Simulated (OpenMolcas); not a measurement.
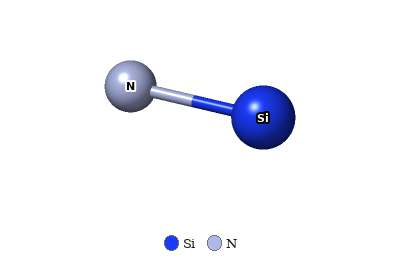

The molecule at the reference distance of 1.586 Å.

Relativistic diatomic calculation: SiN (part 1 of 2)

System: SiN.
Method: SA-CASSCF(9,8)/XMS-CASPT2 + RASSI spin-orbit (X2C scalar, AMFI), ANO-RCC-VTZP (OpenMolcas).

**The input**
```
&GATEWAY
Coord
2
angstrom
Si 0.0 0.0 0.0
N 0.0 0.0 1.5860
Basis=ANO-RCC-VTZP
Group=XY
RX2C
AMFI
ANGMom
0.0 0.0 0.0
RICD
&SEWARD
&GUESSORB
&RASSCF
FileOrb=$CurrDir/o21.orb
Symmetry=1
Spin=2
nActEl=9 0 0
Inactive=4 2
RAS2=4 4
CIRoot=7 7 1
Linear
Iterations=120 100
OrbListing=Nothing
PRWF=0.15
>>COPY $Project.RasOrb $CurrDir/o21.orb
>>COPY $Project.rasscf.h5 $CurrDir/r21.h5
&CASPT2
XMultistate=all
Imaginary=0.2
IPEA=0.25
MaxIter=40
>>COPY $Project.JobMix JOB001
&RASSCF
FileOrb=$CurrDir/o22.orb
Symmetry=2
Spin=2
nActEl=9 0 0
Inactive=4 2
RAS2=4 4
CIRoot=8 8 1
Linear
Iterations=120 100
OrbListing=Nothing
PRWF=0.15
>>COPY $Project.RasOrb $CurrDir/o22.orb
>>COPY $Project.rasscf.h5 $CurrDir/r22.h5
&CASPT2
XMultistate=all
Imaginary=0.2
IPEA=0.25
MaxIter=40
>>COPY $Project.JobMix JOB002
&RASSCF
FileOrb=$CurrDir/o41.orb
Symmetry=1
Spin=4
nActEl=9 0 0
Inactive=4 2
RAS2=4 4
CIRoot=5 5 1
Linear
Iterations=120 100
OrbListing=Nothing
PRWF=0.15
>>COPY $Project.RasOrb $CurrDir/o41.orb
>>COPY $Project.rasscf.h5 $CurrDir/r41.h5
&CASPT2
XMultistate=all
Imaginary=0.2
IPEA=0.25
MaxIter=40
>>COPY $Project.JobMix JOB003
&RASSCF
FileOrb=$CurrDir/o42.orb
Symmetry=2
Spin=4
nActEl=9 0 0
Inactive=4 2
RAS2=4 4
CIRoot=2 2 1
Linear
Iterations=120 100
OrbListing=Nothing
PRWF=0.15
>>COPY $Project.RasOrb $CurrDir/o42.orb
>>COPY $Project.rasscf.h5 $CurrDir/r42.h5
&CASPT2
XMultistate=all
Imaginary=0.2
IPEA=0.25
MaxIter=40
>>COPY $Project.JobMix JOB004
&RASSCF
FileOrb=$CurrDir/o61.orb
Symmetry=1
Spin=6
nActEl=9 0 0
Inactive=4 2
RAS2=4 4
CIRoot=1 1 1
Linear
Iterations=120 100
OrbListing=Nothing
PRWF=0.15
>>COPY $Project.RasOrb $CurrDir/o61.orb
>>COPY $Project.rasscf.h5 $CurrDir/r61.h5
&CASPT2
XMultistate=all
Imaginary=0.2
IPEA=0.25
MaxIter=40
>>COPY $Project.JobMix JOB005
&RASSI
Nr of JobIphs=5 7 8 5 2 1
1 2 3 4 5 6 7
1 2 3 4 5 6 7 8
1 2 3 4 5
1 2
1
SpinOrbit
EJob
Omega
MEES
MESO
Properties=4
'AngMom' 3 'Mltpl  1' 1 'Mltpl  1' 2 'Mltpl  1' 3
Thrs=1.0d-4
>>COPY $Project.rassi.h5 $CurrDir/so.h5
```

The first orbital files come from an earlier step.

Hardware: 1 thread of Intel Xeon (Granite Rapids), 128 GiB of memory available, shared host.

Run as:
```bash
pymolcas m.inp (one call a module block, same work directory)
```

**Log (extracts)**
```
++    Wave function specifications:
      Number of closed shell electrons          12
      Number of electrons in active shells       9
      Number of inactive orbitals                6
      Number of active orbitals                  8
      Number of secondary orbitals              50
      Spin quantum number                      0.5
      State symmetry                             1
++    Orbital specifications:
      Symmetry species                           1   2
                                                 a   b
      Frozen orbitals                            0   0
      Inactive orbitals                          4   2
      Active orbitals                            4   4
      RAS2 orbitals                              4   4
      Secondary orbitals                        26  24
      Number of basis functions                 34  30
      printout of CI-coefficients larger than  0.15 for root  1
      energy=    -344.022955
      conf/sym  1111 2222     Coeff  Weight
           755  0u22 0u2d  -0.15100 0.02280
           762  0u22 u0d2   0.15100 0.02280
           764  0u22 0022  -0.89401 0.79926
      printout of CI-coefficients larger than  0.15 for root  2
      energy=    -343.922533
      conf/sym  1111 2222     Coeff  Weight
           650  02u2 0u2d  -0.26130 0.06828
           657  02u2 u0d2   0.26131 0.06828
           659  02u2 0022  -0.66376 0.44058
           746  0u22 0d2u  -0.20070 0.04028
           755  0u22 0u2d   0.32233 0.10390
           760  0u22 d0u2   0.20070 0.04028
           762  0u22 u0d2  -0.32233 0.10390
      printout of CI-coefficients larger than  0.15 for root  3
      energy=    -343.847276
      conf/sym  1111 2222     Coeff  Weight
           745  0u22 d02u  -0.42812 0.18329
           754  0u22 u02d  -0.51746 0.26776
           761  0u22 0du2  -0.42836 0.18349
           763  0u22 0ud2  -0.51766 0.26798
      printout of CI-coefficients larger than  0.15 for root  4
      energy=    -343.845844
      conf/sym  1111 2222     Coeff  Weight
           746  0u22 0d2u  -0.48137 0.23172
           755  0u22 0u2d  -0.44522 0.19822
           760  0u22 d0u2  -0.48136 0.23170
           762  0u22 u0d2  -0.44522 0.19822
      printout of CI-coefficients larger than  0.15 for root  5
      energy=    -343.845844
      conf/sym  1111 2222     Coeff  Weight
           745  0u22 d02u  -0.48147 0.23181
           754  0u22 u02d  -0.44535 0.19833
           761  0u22 0du2   0.48127 0.23162
           763  0u22 0ud2   0.44509 0.19810
      printout of CI-coefficients larger than  0.15 for root  6
      energy=    -343.827501
      conf/sym  1111 2222     Coeff  Weight
           745  0u22 d02u   0.37966 0.14414
           746  0u22 0d2u  -0.23515 0.05530
           754  0u22 u02d  -0.42365 0.17948
           755  0u22 0u2d   0.26232 0.06881
           760  0u22 d0u2  -0.23496 0.05521
           761  0u22 0du2  -0.37968 0.14416
           762  0u22 u0d2   0.26227 0.06879
           763  0u22 0ud2   0.42368 0.17950
      printout of CI-coefficients larger than  0.15 for root  7
      energy=    -343.827501
      conf/sym  1111 2222     Coeff  Weight
           745  0u22 d02u  -0.23505 0.05525
           746  0u22 0d2u  -0.37982 0.14426
           754  0u22 u02d   0.26229 0.06879
           755  0u22 0u2d   0.42371 0.17953
           760  0u22 d0u2  -0.37952 0.14403
           761  0u22 0du2   0.23506 0.05525
           762  0u22 u0d2   0.42362 0.17945
           763  0u22 0ud2  -0.26231 0.06880
      Natural orbitals and occupation numbers for root  1
      sym 1:   0.026558   1.038568   1.916901   1.992504
      sym 2:   0.110232   0.110232   1.902503   1.902503
      Natural orbitals and occupation numbers for root  2
      sym 1:   0.034805   1.684602   1.280179   1.988416
      sym 2:   0.293052   0.293053   1.712947   1.712947
      Natural orbitals and occupation numbers for root  3
      sym 1:   0.022966   1.030593   1.922886   1.994478
      sym 2:   0.528647   0.529108   1.485424   1.485897
      Natural orbitals and occupation numbers for root  4
      sym 1:   0.021117   1.020009   1.923558   1.992199
      sym 2:   0.529200   0.529217   1.492359   1.492342
      Natural orbitals and occupation numbers for root  5
      sym 1:   0.021116   1.020009   1.923558   1.992199
      sym 2:   0.529439   0.528978   1.492587   1.492114
      Natural orbitals and occupation numbers for root  6
      sym 1:   0.032618   1.040305   1.914403   1.994435
      sym 2:   0.531235   0.531453   1.477888   1.477663
      Natural orbitals and occupation numbers for root  7
      sym 1:   0.032618   1.040304   1.914403   1.994436
      sym 2:   0.531170   0.531517   1.477955   1.477597
      RASSCF energy for state  7                   -343.82750051
::    RASSCF root number  1 Total energy:   -344.02295527
::    RASSCF root number  2 Total energy:   -343.92253274
::    RASSCF root number  3 Total energy:   -343.84727643
::    RASSCF root number  4 Total energy:   -343.84584426
::    RASSCF root number  5 Total energy:   -343.84584426
::    RASSCF root number  6 Total energy:   -343.82750052
::    RASSCF root number  7 Total energy:   -343.82750051
      Von Neumann Entropy (Root   1) =  1.23590
++    Wave function specifications:
      Number of closed shell electrons           6
      Number of electrons in active shells       9
      Number of inactive orbitals                3
      Number of active orbitals                  8
      Number of secondary orbitals              50
      Spin quantum number                      0.5
      State symmetry                             1
      Number of CSFs                          1176
      Number of CASSCF root(s) available         7
      CASPT2 state passed to geometry opt.       7
      A file JOBMIX will be created
      This is a MULTI-STATE CASSCF reference
      Number of CI roots used                    7
      These are:                                 1   2   3   4   5   6   7
      Off-diagonal elements of Heff are computed
  FINAL CASPT2 RESULT:
      Reference energy:        -344.0229552738
      E2 (Non-variational):      -0.2195239571
      Shift correction:          -0.0017168912
      E2 (Variational):          -0.2212408484
      Total energy:            -344.2441961222
      Reference weight:           0.92572
  FINAL CASPT2 RESULT:
      Reference energy:        -343.9225327376
      E2 (Non-variational):      -0.2048821353
      Shift correction:          -0.0018866200
      E2 (Variational):          -0.2067687553
      Total energy:            -344.1293014930
      Reference weight:           0.93052
  FINAL CASPT2 RESULT:
      Reference energy:        -343.8472764311
      E2 (Non-variational):      -0.2218285239
      Shift correction:          -0.0022280104
      E2 (Variational):          -0.2240565343
      Total energy:            -344.0713329654
      Reference weight:           0.92239
  FINAL CASPT2 RESULT:
      Reference energy:        -343.8458442554
      E2 (Non-variational):      -0.2178409130
      Shift correction:          -0.0022468037
      E2 (Variational):          -0.2200877167
      Total energy:            -344.0659319720
      Reference weight:           0.92465
  FINAL CASPT2 RESULT:
      Reference energy:        -343.8458442553
      E2 (Non-variational):      -0.2180220899
      Shift correction:          -0.0022400947
      E2 (Variational):          -0.2202621846
      Total energy:            -344.0661064399
      Reference weight:           0.92454
  FINAL CASPT2 RESULT:
      Reference energy:        -343.8275005152
      E2 (Non-variational):      -0.2256853880
      Shift correction:          -0.0024574367
      E2 (Variational):          -0.2281428247
      Total energy:            -344.0556433398
      Reference weight:           0.91965
  FINAL CASPT2 RESULT:
      Reference energy:        -343.8275005147
      E2 (Non-variational):      -0.2254224893
      Shift correction:          -0.0024455482
      E2 (Variational):          -0.2278680374
      Total energy:            -344.0553685522
      Reference weight:           0.91992
       Total XMS-CASPT2 energies:
::    XMS-CASPT2 Root  1     Total energy:   -344.24357070
::    XMS-CASPT2 Root  2     Total energy:   -344.12992692
::    XMS-CASPT2 Root  3     Total energy:   -344.07133296
::    XMS-CASPT2 Root  4     Total energy:   -344.06811588
::    XMS-CASPT2 Root  5     Total energy:   -344.06808226
::    XMS-CASPT2 Root  6     Total energy:   -344.05365384
::    XMS-CASPT2 Root  7     Total energy:   -344.05319833
++    Wave function specifications:
      Number of closed shell electrons          12
      Number of electrons in active shells       9
      Number of inactive orbitals                6
      Number of active orbitals                  8
      Number of secondary orbitals              50
      Spin quantum number                      0.5
      State symmetry                             2
      printout of CI-coefficients larger than  0.15 for root  1
      energy=    -344.011471
      conf/sym  1111 2222     Coeff  Weight
           196  0222 u0du   0.17656 0.03117
           198  0222 002u  -0.93163 0.86793
      printout of CI-coefficients larger than  0.15 for root  2
      energy=    -344.011471
      conf/sym  1111 2222     Coeff  Weight
           197  0222 0udu   0.16153 0.02609
           204  0222 00u2  -0.93163 0.86793
      printout of CI-coefficients larger than  0.15 for root  3
      energy=    -343.852632
      conf/sym  1111 2222     Coeff  Weight
           197  0222 0udu   0.77280 0.59722
           202  0222 u002  -0.49892 0.24892
           747  0022 u022  -0.20871 0.04356
      printout of CI-coefficients larger than  0.15 for root  4
      energy=    -343.852632
      conf/sym  1111 2222     Coeff  Weight
           192  0222 0u20   0.49892 0.24892
           196  0222 u0du   0.34836 0.12135
           200  0222 u0ud  -0.69123 0.47779
           748  0022 0u22   0.20871 0.04356
      printout of CI-coefficients larger than  0.15 for root  5
      energy=    -343.841553
      conf/sym  1111 2222     Coeff  Weight
           200  0222 u0ud   0.20501 0.04203
           203  0222 0u02   0.16334 0.02668
           688  0202 0u22  -0.23004 0.05292
           746  0022 uud2   0.18732 0.03509
           748  0022 0u22   0.81015 0.65635
          1104  0uu2 dud2   0.16344 0.02671
          1108  0uu2 0d22   0.19351 0.03745
      printout of CI-coefficients larger than  0.15 for root  6
      energy=    -343.841553
      conf/sym  1111 2222     Coeff  Weight
           191  0222 u020  -0.16334 0.02668
           197  0222 0udu  -0.20501 0.04203
           687  0202 u022   0.23004 0.05292
           740  0022 uu2d  -0.18732 0.03509
           747  0022 u022  -0.81015 0.65635
          1107  0uu2 d022  -0.19351 0.03745
      printout of CI-coefficients larger than  0.15 for root  7
      energy=    -343.819284
      conf/sym  1111 2222     Coeff  Weight
           191  0222 u020   0.47209 0.22287
           197  0222 0udu  -0.33382 0.11143
           201  0222 0uud  -0.57819 0.33430
           202  0222 u002  -0.47209 0.22287
      printout of CI-coefficients larger than  0.15 for root  8
      energy=    -343.819284
      conf/sym  1111 2222     Coeff  Weight
           192  0222 0u20   0.47209 0.22287
           196  0222 u0du   0.33381 0.11143
           200  0222 u0ud   0.57819 0.33430
           203  0222 0u02  -0.47209 0.22287
      Natural orbitals and occupation numbers for root  1
      sym 1:   0.023386   1.943247   1.981530   1.993432
      sym 2:   0.104848   0.058575   1.909113   0.985868
      Natural orbitals and occupation numbers for root  2
      sym 1:   0.023386   1.943247   1.981530   1.993432
      sym 2:   0.058575   0.104848   0.985868   1.909113
      Natural orbitals and occupation numbers for root  3
      sym 1:   0.016605   1.865886   1.962777   1.990580
      sym 2:   0.374940   0.655795   0.795126   1.338293
      Natural orbitals and occupation numbers for root  4
      sym 1:   0.016605   1.865885   1.962776   1.990580
      sym 2:   0.655794   0.374941   1.338294   0.795125
      Natural orbitals and occupation numbers for root  5
      sym 1:   0.010381   0.418073   1.733368   1.988744
      sym 2:   0.193840   0.976008   1.757317   1.922267
      Natural orbitals and occupation numbers for root  6
      sym 1:   0.010381   0.418073   1.733369   1.988744
      sym 2:   0.976009   0.193840   1.922268   1.757317
      Natural orbitals and occupation numbers for root  7
      sym 1:   0.014551   1.948460   1.987729   1.997301
      sym 2:   0.524975   0.524976   1.001005   1.001003
      Natural orbitals and occupation numbers for root  8
      sym 1:   0.014551   1.948460   1.987729   1.997301
      sym 2:   0.524971   0.524980   1.000995   1.001013
      RASSCF energy for state  8                   -343.81928405
::    RASSCF root number  1 Total energy:   -344.01147079
::    RASSCF root number  2 Total energy:   -344.01147077
::    RASSCF root number  3 Total energy:   -343.85263215
::    RASSCF root number  4 Total energy:   -343.85263213
::    RASSCF root number  5 Total energy:   -343.84155329
::    RASSCF root number  6 Total energy:   -343.84155325
::    RASSCF root number  7 Total energy:   -343.81928405
::    RASSCF root number  8 Total energy:   -343.81928405
      Von Neumann Entropy (Root   1) =  1.07267
++    Wave function specifications:
      Number of closed shell electrons           6
      Number of electrons in active shells       9
      Number of inactive orbitals                3
      Number of active orbitals                  8
      Number of secondary orbitals              50
      Spin quantum number                      0.5
      State symmetry                             2
      Number of CSFs                          1176
      Number of CASSCF root(s) available         8
      CASPT2 state passed to geometry opt.       8
      A file JOBMIX will be created
      This is a MULTI-STATE CASSCF reference
      Number of CI roots used                    8
      These are:                                 1   2   3   4   5   6   7   8
      Off-diagonal elements of Heff are computed
  FINAL CASPT2 RESULT:
      Reference energy:        -344.0114707864
      E2 (Non-variational):      -0.2152947601
      Shift correction:          -0.0017605267
      E2 (Variational):          -0.2170552868
      Total energy:            -344.2285260732
      Reference weight:           0.92665
  FINAL CASPT2 RESULT:
      Reference energy:        -344.0114707749
      E2 (Non-variational):      -0.2152947729
      Shift correction:          -0.0017605268
      E2 (Variational):          -0.2170552996
      Total energy:            -344.2285260745
      Reference weight:           0.92665
  FINAL CASPT2 RESULT:
      Reference energy:        -343.8526321461
      E2 (Non-variational):      -0.2088701047
      Shift correction:          -0.0020257913
      E2 (Variational):          -0.2108958960
      Total energy:            -344.0635280422
      Reference weight:           0.92739
  FINAL CASPT2 RESULT:
      Reference energy:        -343.8526321347
      E2 (Non-variational):      -0.2088699956
      Shift correction:          -0.0020257892
      E2 (Variational):          -0.2108957848
      Total energy:            -344.0635279195
      Reference weight:           0.92739
  FINAL CASPT2 RESULT:
      Reference energy:        -343.8415532938
      E2 (Non-variational):      -0.2315471856
      Shift correction:          -0.0045202731
      E2 (Variational):          -0.2360674587
      Total energy:            -344.0776207526
      Reference weight:           0.90432
  FINAL CASPT2 RESULT:
      Reference energy:        -343.8415532539
      E2 (Non-variational):      -0.2315471829
      Shift correction:          -0.0045202803
      E2 (Variational):          -0.2360674632
      Total energy:            -344.0776207171
      Reference weigSPIN-FREE ENERGIES:
  (Shifted by EMIN (a.u.) =       -344.2435706978)
 SF State       Relative EMIN(au)   Rel lowest level(eV)    D:o, cm**(-1)      Abs_M
     1             0.0000000000        0.0000000000              0.0000         0.0
     8             0.0163187789        0.4440565949           3581.5580         1.0
     9             0.0163187977        0.4440571068           3581.5621         1.0
     2             0.1136437781        3.0924047406          24941.9263         0.0
    16             0.1160677526        3.1583644465          25473.9272         0.0
    17             0.1392462465        3.7890833962          30561.0186         2.0
    18             0.1395037447        3.7960902806          30617.5329         2.0
    21             0.1512508842        4.1157462311          33195.7321         1.0
    22             0.1512508842        4.1157462311          33195.7321         1.0
    19             0.1545721490        4.2061224504          33924.6654         0.0
    10             0.1641983921        4.4680658678          36037.3816         1.0
    11             0.1641985080        4.4680690218          36037.4070         1.0
     3             0.1722377351        4.6868275346          37801.8134         0.0
     4             0.1754548217        4.7743689213          38507.8823         2.0
     5             0.1754884334        4.7752835434          38515.2592         2.0
    12             0.1804547199        4.9104230819          39605.2331         1.0
    13             0.1804547903        4.9104249979          39605.2486         1.0
     6             0.1899168621        5.1679010899          41681.9333         2.0
     7             0.1903723700        5.1802960913          41781.9057         2.0
    14             0.2105117359        5.7283161541          46201.9856         3.0
    15             0.2105118044        5.7283180187          46202.0007         3.0
    20             0.2227831862        6.0622393301          48895.2577         0.0
    23             0.2493983500        6.7864748320          54736.6109         0.0
```

(Continued in part 2.) Outcome of the run: converged; components of a degenerate state are split by 100 cm⁻¹.
